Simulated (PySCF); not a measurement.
# CH5B2ClS2: NMR shifts at several levels of theory, part 2 of 2

PySCF 2.14.0. Atoms count from 0. Earlier steps stand in the parts before.

## Step 9: Nuclear shieldings: KT2/pcSseg-1

What the job is given:

```
{"job": {"kind": "nmr", "xc": "KT2", "basis": "pcSseg-1", "pop": false}, "charge": 0, "multiplicity": 1}
B     -2.645199    -0.138236     0.859673
S     -0.900322     0.250290     0.836994
B     -0.157334    -0.691037    -0.552908
Cl    -1.075449    -1.732386    -1.625423
S      1.591864    -0.575049    -0.879684
C      2.229317     0.564603     0.380877
H     -3.137945    -0.890417     0.063654
H     -3.275014     0.408421     1.728329
H      1.774778     1.558791     0.279930
H      2.048732     0.176132     1.391722
H      3.310727     0.640862     0.209263
```

With the program's defaults for keys left out, this is: GIAO KT2/pcSseg-1 NMR shielding, non-relativistic, gas phase.

The program printed:

```text
coarse grid: 11232 points
cycle   1  E = -1358.7009429838  dE =  4.261e-01  |g| = 3.664e-01  |ddm| = 3.049e+00
cycle   2  E = -1358.6890504415  dE =  1.189e-02  |g| = 4.204e-01  |ddm| = 8.526e-01
cycle   3  E = -1358.7286095097  dE = -3.956e-02  |g| = 1.230e-01  |ddm| = 4.703e-01
cycle   4  E = -1358.7332040648  dE = -4.595e-03  |g| = 2.273e-02  |ddm| = 1.536e-01
cycle   5  E = -1358.7333559293  dE = -1.519e-04  |g| = 8.505e-03  |ddm| = 3.603e-02
cycle   6  E = -1358.7333763947  dE = -2.047e-05  |g| = 2.001e-03  |ddm| = 1.158e-02
cycle   7  E = -1358.7333775172  dE = -1.123e-06  |g| = 5.308e-04  |ddm| = 2.877e-03
final grid: 95728 points
cycle   8  E = -1358.7953432749  dE = -1.316e-04  |g| = 2.290e-02  |ddm| = 3.856e-02
cycle   9  E = -1358.7952059479  dE =  1.373e-04  |g| = 2.918e-02  |ddm| = 4.660e-02
cycle  10  E = -1358.7954135331  dE = -2.076e-04  |g| = 6.121e-03  |ddm| = 3.489e-02
cycle  11  E = -1358.7954237108  dE = -1.018e-05  |g| = 2.026e-03  |ddm| = 7.845e-03
cycle  12  E = -1358.7954250493  dE = -1.338e-06  |g| = 3.169e-04  |ddm| = 2.625e-03
cycle  13  E = -1358.7954250771  dE = -2.786e-08  |g| = 6.183e-05  |ddm| = 3.694e-04
cycle  14  E = -1358.7954250781  dE = -9.618e-10  |g| = 2.127e-05  |ddm| = 9.646e-05
converged SCF energy = -1358.7954250781

GIAO shielding tensors (ppm)
atom      isotropic    diamagn.    paramagn.     s11        s22        s33       span
  0 B       35.970     195.834    -159.864    -19.957     -2.274    130.141    150.097
  1 S      373.179    1062.306    -689.128     83.006    305.049    731.482    648.476
  2 B       46.092     195.270    -149.179      4.007     49.017     85.251     81.243
  3 Cl     736.542    1150.151    -413.608    492.532    743.855    973.241    480.709
  4 S      447.304    1059.768    -612.464    253.443    543.261    545.208    291.765
  5 C      165.496     252.087     -86.591    156.126    157.436    182.927     26.802
  6 H       23.644      28.951      -5.307     18.307     23.750     28.877     10.570
  7 H       24.118      28.243      -4.125     20.214     25.260     26.880      6.665
  8 H       28.710      30.773      -2.063     23.979     27.040     35.110     11.131
  9 H       28.689      30.480      -1.791     23.918     27.162     34.988     11.070
 10 H       29.089      27.901       1.188     23.788     26.621     36.858     13.070
```

Wall time 17 s (1 thread of Arm Neoverse V1, shared host); peak memory 0.74 GiB.

Key values: δ C5 17.7, B0 63.9, B2 53.8, S1 146, H6 7.30, H8 2.35 ppm (means over like atoms).

## Step 10: NMR shieldings: KT3/pcSseg-1

The job, as its differences from that of step 9:

```diff
@@ -1,2 +1,2 @@
-{"job": {"kind": "nmr", "xc": "KT2", "basis": "pcSseg-1", "pop": false}, "charge": 0, "multiplicity": 1}
+{"job": {"kind": "nmr", "xc": "KT3", "basis": "pcSseg-1", "pop": false}, "charge": 0, "multiplicity": 1}
 B     -2.645199    -0.138236     0.859673
```

Method: GIAO KT3/pcSseg-1 NMR shielding, non-relativistic, gas phase.

The program printed:

```text
coarse grid: 11232 points
cycle   1  E = -1357.6781259523  dE =  4.070e-01  |g| = 3.743e-01  |ddm| = 3.080e+00
cycle   2  E = -1357.6675772541  dE =  1.055e-02  |g| = 4.243e-01  |ddm| = 8.871e-01
cycle   3  E = -1357.7084189146  dE = -4.084e-02  |g| = 1.224e-01  |ddm| = 4.694e-01
cycle   4  E = -1357.7129380129  dE = -4.519e-03  |g| = 2.266e-02  |ddm| = 1.529e-01
cycle   5  E = -1357.7130876600  dE = -1.496e-04  |g| = 8.885e-03  |ddm| = 3.524e-02
cycle   6  E = -1357.7131097922  dE = -2.213e-05  |g| = 1.968e-03  |ddm| = 1.177e-02
cycle   7  E = -1357.7131108856  dE = -1.093e-06  |g| = 5.411e-04  |ddm| = 2.953e-03
final grid: 95728 points
cycle   8  E = -1357.7700082291  dE = -1.665e-04  |g| = 1.885e-02  |ddm| = 4.503e-02
cycle   9  E = -1357.7699510129  dE =  5.722e-05  |g| = 1.966e-02  |ddm| = 3.887e-02
cycle  10  E = -1357.7700391611  dE = -8.815e-05  |g| = 6.408e-03  |ddm| = 3.219e-02
cycle  11  E = -1357.7700520789  dE = -1.292e-05  |g| = 1.347e-03  |ddm| = 9.273e-03
cycle  12  E = -1357.7700526623  dE = -5.834e-07  |g| = 1.971e-04  |ddm| = 1.771e-03
cycle  13  E = -1357.7700526758  dE = -1.347e-08  |g| = 2.650e-05  |ddm| = 2.786e-04
cycle  14  E = -1357.7700526759  dE = -1.728e-10  |g| = 1.245e-05  |ddm| = 4.306e-05
converged SCF energy = -1357.7700526759

GIAO shielding tensors (ppm)
atom      isotropic    diamagn.    paramagn.     s11        s22        s33       span
  0 B       38.308     195.481    -157.173    -16.842      2.711    129.055    145.897
  1 S      387.409    1062.229    -674.821    109.253    326.818    726.155    616.903
  2 B       47.168     194.699    -147.531      5.786     49.477     86.239     80.453
  3 Cl     742.494    1150.263    -407.769    500.311    752.983    974.189    473.878
  4 S      447.606    1059.625    -612.019    263.932    538.691    540.196    276.264
  5 C      163.737     250.970     -87.233    154.268    155.650    181.293     27.025
  6 H       23.952      29.146      -5.194     18.707     24.011     29.138     10.432
  7 H       24.440      28.515      -4.075     20.543     25.585     27.193      6.650
  8 H       28.851      30.850      -1.999     24.239     27.201     35.114     10.875
  9 H       28.830      30.539      -1.709     24.174     27.323     34.994     10.820
 10 H       29.254      27.973       1.281     24.051     26.815     36.897     12.846
```

It took 17 s on 1 thread of Arm Neoverse V1, shared host; peak memory 0.74 GiB.

Key values: δ C5 18.6, B0 62.2, B2 53.3, S1 129, H6 7.12, H8 2.34 ppm (means over like atoms).

## Step 11: NMR shieldings: B97-D/pcSseg-1

The job, as its differences from that of step 10:

```diff
@@ -1,2 +1,2 @@
-{"job": {"kind": "nmr", "xc": "KT3", "basis": "pcSseg-1", "pop": false}, "charge": 0, "multiplicity": 1}
+{"job": {"kind": "nmr", "xc": "B97-D", "basis": "pcSseg-1", "pop": false}, "charge": 0, "multiplicity": 1}
 B     -2.645199    -0.138236     0.859673
```

Method: GIAO B97-D/pcSseg-1 NMR shielding, non-relativistic, gas phase.

The program printed:

```text
coarse grid: 11232 points
cycle   1  E = -1347.3690689873  dE =  3.850e-01  |g| = 3.449e-01  |ddm| = 3.078e+00
cycle   2  E = -1347.3503538485  dE =  1.872e-02  |g| = 4.546e-01  |ddm| = 8.740e-01
cycle   3  E = -1347.3989578446  dE = -4.860e-02  |g| = 1.157e-01  |ddm| = 4.792e-01
cycle   4  E = -1347.4030431403  dE = -4.085e-03  |g| = 2.605e-02  |ddm| = 1.566e-01
cycle   5  E = -1347.4032302189  dE = -1.871e-04  |g| = 1.078e-02  |ddm| = 3.948e-02
cycle   6  E = -1347.4032628805  dE = -3.266e-05  |g| = 2.061e-03  |ddm| = 1.379e-02
cycle   7  E = -1347.4032639498  dE = -1.069e-06  |g| = 7.595e-04  |ddm| = 3.135e-03
final grid: 95728 points
cycle   8  E = -1347.4167873304  dE = -6.552e-05  |g| = 1.360e-02  |ddm| = 3.527e-02
cycle   9  E = -1347.4167488051  dE =  3.853e-05  |g| = 1.615e-02  |ddm| = 2.859e-02
cycle  10  E = -1347.4168084449  dE = -5.964e-05  |g| = 4.349e-03  |ddm| = 2.153e-02
cycle  11  E = -1347.4168136910  dE = -5.246e-06  |g| = 7.901e-04  |ddm| = 5.203e-03
cycle  12  E = -1347.4168138696  dE = -1.786e-07  |g| = 1.819e-04  |ddm| = 1.066e-03
cycle  13  E = -1347.4168138807  dE = -1.110e-08  |g| = 2.671e-05  |ddm| = 2.194e-04
cycle  14  E = -1347.4168138808  dE = -1.401e-10  |g| = 1.414e-05  |ddm| = 5.009e-05
converged SCF energy = -1347.4168138808

GIAO shielding tensors (ppm)
atom      isotropic    diamagn.    paramagn.     s11        s22        s33       span
  0 B       33.722     194.574    -160.852    -22.343     -2.648    126.159    148.502
  1 S      359.769    1061.452    -701.683     69.970    297.318    712.020    642.050
  2 B       40.936     194.229    -153.293     -2.224     43.602     81.429     83.654
  3 Cl     730.422    1149.368    -418.947    485.119    738.464    967.681    482.562
  4 S      424.499    1058.823    -634.324    234.623    517.630    521.243    286.619
  5 C      160.026     250.555     -90.530    150.215    151.951    177.911     27.696
  6 H       23.954      29.265      -5.311     18.562     24.096     29.203     10.641
  7 H       24.470      28.603      -4.133     20.449     25.702     27.260      6.811
  8 H       28.902      30.830      -1.927     24.344     27.283     35.080     10.736
  9 H       28.881      30.527      -1.646     24.277     27.405     34.959     10.682
 10 H       29.313      27.949       1.363     24.142     26.929     36.867     12.724
```

Run time: 17 s. Hardware: 1 thread of Arm Neoverse V1, shared host; peak memory 0.74 GiB.

This run: δ C5 19.1, B0 64.5, B2 57.3, S1 138, H6 7.20, H8 2.38 ppm (means over like atoms).

## Step 12: Nuclear shieldings: B3LYP/pcSseg-1

The job, as its differences from that of step 11:

```diff
@@ -1,2 +1,2 @@
-{"job": {"kind": "nmr", "xc": "B97-D", "basis": "pcSseg-1", "pop": false}, "charge": 0, "multiplicity": 1}
+{"job": {"kind": "nmr", "xc": "B3LYP", "basis": "pcSseg-1", "pop": false}, "charge": 0, "multiplicity": 1}
 B     -2.645199    -0.138236     0.859673
```

Level: GIAO B3LYP/pcSseg-1 NMR shielding, non-relativistic, gas phase.

The program printed:

```text
coarse grid: 11232 points
cycle   1  E = -1347.4412595361  dE =  4.711e-01  |g| = 2.744e-01  |ddm| = 3.009e+00
cycle   2  E = -1347.4345601053  dE =  6.699e-03  |g| = 3.374e-01  |ddm| = 6.373e-01
cycle   3  E = -1347.4631457701  dE = -2.859e-02  |g| = 6.457e-02  |ddm| = 3.446e-01
cycle   4  E = -1347.4643230199  dE = -1.177e-03  |g| = 2.236e-02  |ddm| = 9.730e-02
cycle   5  E = -1347.4644606939  dE = -1.377e-04  |g| = 4.629e-03  |ddm| = 2.710e-02
cycle   6  E = -1347.4644659062  dE = -5.212e-06  |g| = 2.111e-03  |ddm| = 7.528e-03
final grid: 95728 points
cycle   7  E = -1347.4974131976  dE = -1.680e-05  |g| = 5.806e-03  |ddm| = 1.651e-02
cycle   8  E = -1347.4974031161  dE =  1.008e-05  |g| = 8.440e-03  |ddm| = 1.214e-02
cycle   9  E = -1347.4974221241  dE = -1.901e-05  |g| = 3.241e-04  |ddm| = 7.608e-03
cycle  10  E = -1347.4974221497  dE = -2.558e-08  |g| = 1.201e-04  |ddm| = 4.815e-04
cycle  11  E = -1347.4974221536  dE = -3.890e-09  |g| = 4.744e-05  |ddm| = 1.757e-04
cycle  12  E = -1347.4974221542  dE = -6.610e-10  |g| = 1.069e-05  |ddm| = 6.046e-05
converged SCF energy = -1347.4974221542

GIAO shielding tensors (ppm)
atom      isotropic    diamagn.    paramagn.     s11        s22        s33       span
  0 B       26.135     194.141    -168.006    -34.168    -13.254    125.826    159.995
  1 S      351.341    1060.760    -709.419     40.696    297.848    715.480    674.784
  2 B       33.635     193.314    -159.680    -15.852     35.245     81.511     97.363
  3 Cl     736.613    1148.536    -411.922    480.101    753.255    976.484    496.384
  4 S      422.503    1057.975    -635.472    210.610    521.001    535.899    325.289
  5 C      161.189     250.310     -89.120    151.393    154.171    178.003     26.610
  6 H       23.839      29.095      -5.256     18.248     23.915     29.356     11.108
  7 H       24.332      28.461      -4.129     20.117     25.533     27.347      7.229
  8 H       28.938      30.732      -1.794     24.279     27.319     35.216     10.937
  9 H       28.918      30.449      -1.531     24.213     27.446     35.095     10.882
 10 H       29.323      28.035       1.288     23.998     26.874     37.098     13.100
```

It took 11 s on 1 thread of Arm Neoverse V1, shared host; peak memory 0.86 GiB.

This run: δ C5 18.0, B0 71.7, B2 64.2, S1 134, H6 7.30, H8 2.32 ppm (means over like atoms).

## Step 13: Comparing the runs: NMR shifts

Shifts (ppm) of some atoms, chosen among heavy atoms and hydrogens apart, means over like atoms, with basis size and wall time:

| run | H6 | H8 | B0 | B2 | S1 | S4 | Cl3 | functions | time |
| --- | --- | --- | --- | --- | --- | --- | --- | --- | --- |
| HF/pcSseg-1 | 7.07 | 2.25 | 69.8 | 66.0 | 33 | -22 | 127 | 148 | 6.3 s |
| LDA/pcSseg-1 | 7.76 | 2.39 | 75.5 | 60.4 | 191 | 91 | 251 | 148 | 14 s |
| PBE/pcSseg-1 | 7.52 | 2.37 | 69.4 | 57.9 | 161 | 82 | 223 | 148 | 17 s |
| BLYP/pcSseg-1 | 7.30 | 2.35 | 70.0 | 61.8 | 165 | 90 | 212 | 148 | 17 s |
| BP86/pcSseg-1 | 7.48 | 2.37 | 68.5 | 58.4 | 159 | 81 | 218 | 148 | 17 s |
| OPBE/pcSseg-1 | 7.53 | 2.38 | 64.0 | 51.9 | 133 | 68 | 210 | 148 | 17 s |
| KT2/pcSseg-1 | 7.30 | 2.35 | 63.9 | 53.8 | 146 | 71 | 206 | 148 | 17 s |
| KT3/pcSseg-1 | 7.12 | 2.34 | 62.2 | 53.3 | 129 | 69 | 192 | 148 | 17 s |
| B97-D/pcSseg-1 | 7.20 | 2.38 | 64.5 | 57.3 | 138 | 73 | 195 | 148 | 17 s |
| B3LYP/pcSseg-1 | 7.30 | 2.32 | 71.7 | 64.2 | 134 | 63 | 194 | 148 | 11 s |

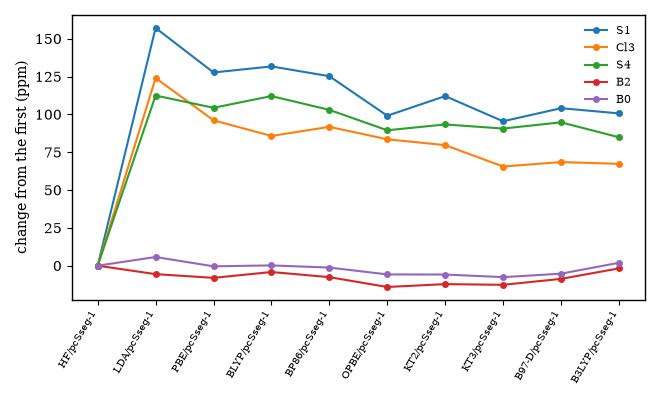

How five of the tabulated atoms move from run to run.

## Step 14: Results

This closing draws on all 2 parts.

```
                                                            quantity                 value
                                                         point group                    Cs
                                rotational constants (main isotopes)  2.23, 1.52, 0.91 GHz
                                ¹³C shifts against TMS (HF/pcSseg-1)              14.8 ppm
¹H shifts against TMS (HF/pcSseg-1, means over atoms taken as alike)        7.07, 2.25 ppm
                           ¹¹B shifts against BF3·OEt2 (HF/pcSseg-1)        69.8, 66.0 ppm
                                ³³S shifts against CS2 (HF/pcSseg-1)           33, -22 ppm
                               ³⁵Cl shifts against HCl (HF/pcSseg-1)               127 ppm
                                            range of the shift of S1         33 to 191 ppm
```

What this shows: Single values in the summary come from the first sound run of each kind (HF/pcSseg-1), which need not be the best level. The start of the PBE0/def2-SVP relaxation was shaken at random by about 0.01 Å, so part of the energy gained, and of the first lengths quoted, undoes that. Over 9 steps the energy fell by 0.139 eV; of the close pairs, B2–Cl3 changed most, 1.691 to 1.754 Å. At HF/pcSseg-1: The widest tensor belongs to S1: span 586 ppm, with a paramagnetic part of -580 ppm. In ppm, S1 moves most: its shift spreads over 157 ppm, from 33 (HF/pcSseg-1) to 191 (LDA/pcSseg-1).
